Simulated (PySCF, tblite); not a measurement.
# C₅H₉OSi radical: geometry, infrared bands and EPR parameters

Aim: predict the infrared bands and EPR parameters of C₅H₉OSi radical (`OC[C]1C=CC[SiH2]1`).

Computed with tblite 0.8.0 and PySCF 2.14.0, with density-fitted response routines of our own, on a single molecule in the gas phase. Atoms count from 0, in the outputs and in this text.

## (1) Starting geometry

16 atoms, charge 0, multiplicity 2; geometry from: force field or distance geometry start.

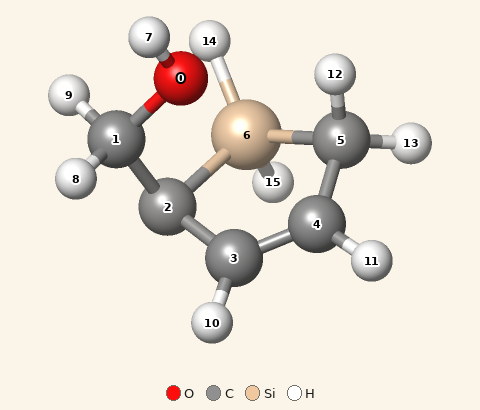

As it starts; oxygen red, carbon grey, silicon light orange, hydrogen white, atoms numbered.

## (2) Relaxing the molecule with GFN2-xTB

Job settings and geometry (Å):

```
{"job": {"kind": "relax", "xc": "GFN2-xTB", "basis": "xTB"}, "charge": 0, "multiplicity": 2}
O     -1.257500    -0.499000     1.027600
C     -1.708900    -0.212600    -0.265300
C     -0.531100     0.222200    -1.108900
C      0.435100    -0.873700    -1.134600
C      1.353200    -0.865200    -0.229600
C      1.416400     0.210500     0.741300
Si     0.383800     1.505500    -0.103700
H     -2.003700    -0.860900     1.571400
H     -2.205000    -1.071100    -0.749900
H     -2.423300     0.645000    -0.165800
H      0.343800    -1.690100    -1.899800
H      2.132500    -1.693900    -0.197300
H      0.900000    -0.019000     1.717300
H      2.456500     0.588700     0.921100
H     -0.505000     2.250300     0.798000
H      1.205600     2.372200    -0.933000
```

Command:

```console
> OMP_NUM_THREADS=1 python probes_run.py task.json out
```

This one command runs all jobs of the session in turn.

**Question.** This job is followed by: GFN2-xTB harmonic vibrations, gas phase; UKS B3LYP, pcH-1 on C H O Si, non-relativistic, mean-field spin-orbit, GIAO. What will the session give for the following? strongest single infrared mode (GFN2-xTB); zero-point energy (GFN2-xTB); g(iso) (B3LYP); ⟨S²⟩; largest a(iso) (averaged by class); potential on the surface of density 0.002 e/bohr³, 1st and 99th percentile.

**Answer**, as computed:

| quantity | value |
| --- | --- |
| strongest single infrared mode (GFN2-xTB) | 2216 cm⁻¹, 460 km/mol |
| zero-point energy (GFN2-xTB) | 75.5 kcal/mol |
| g(iso) (B3LYP) | 2.00260 |
| ⟨S²⟩ | 0.773 (exact 0.75) |
| largest a(iso) (averaged by class) | 1H on H8, H9, 74.2 MHz |
| potential on the surface of density 0.002 e/bohr³, 1st and 99th percentile | -1.32 V and 2.20 V |

**Reading.** Relaxing lowered the energy by 1.598 eV in 159 steps; the close pair that moved most is C3–C4, from 1.289 to 1.367 Å. No mode is imaginary among the 42: a minimum at this level. The strongest single mode, at 2216 cm⁻¹, moves mainly H14 and H15. Unscaled tight-binding wavenumbers are off by several per cent, some by more. Its intensities can rank the bands wrongly. The largest spin populations lie on C2 (0.65 e), C4 (0.59 e). The isotropic g lies 0.3 ppt above the free-electron value. These values are for one conformer; the search (at its own cheap level) found 2 more, at 0.02, 1.94 kcal/mol (those within 0.05 may be mirror or relabelled copies), and measured spectra average over such forms.
